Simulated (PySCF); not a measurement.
SMILES [CH3][Ge]([CH3])([CH3])[GeH3] at its GFN2-xTB optimised geometry (Å):

```
17

C      1.6685    -0.6956     0.0000
Ge    -0.3181    -0.6956     0.0000
C     -0.9683    -1.6084     1.6403
C     -0.9681     1.1816     0.0000
Ge    -1.1389    -1.8496    -1.9619
H      2.0520    -0.1827     0.8776
H      2.0544    -0.1925    -0.8827
H      2.0542    -1.7116     0.0053
H     -2.0546    -1.6169     1.6720
H     -0.6071    -1.1008     2.5303
H     -0.6215    -2.6378     1.6724
H     -0.6092     1.7116     0.8778
H     -0.6184     1.7111    -0.8824
H     -2.0544     1.2139     0.0048
H     -0.0784    -2.2516    -2.9477
H     -1.8651    -3.1347    -1.6804
H     -2.1156    -1.0665    -2.7929
```

Level of theory: B3LYP/def2-SVP (PySCF 2.14.0). Cells within 0.4 Å of a nucleus heavier than hydrogen are left out (blank, or x).

Map of the electrostatic potential (hartree/e), clipped to [-0.08, 0.12] on the plane z = 0.0 Å:

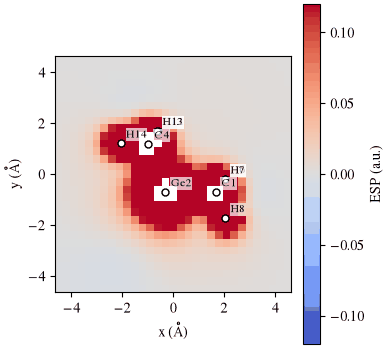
Fig. 1. Electrostatic potential (hartree/e), clipped to [-0.08, 0.12] on the plane z = 0.0 Å.
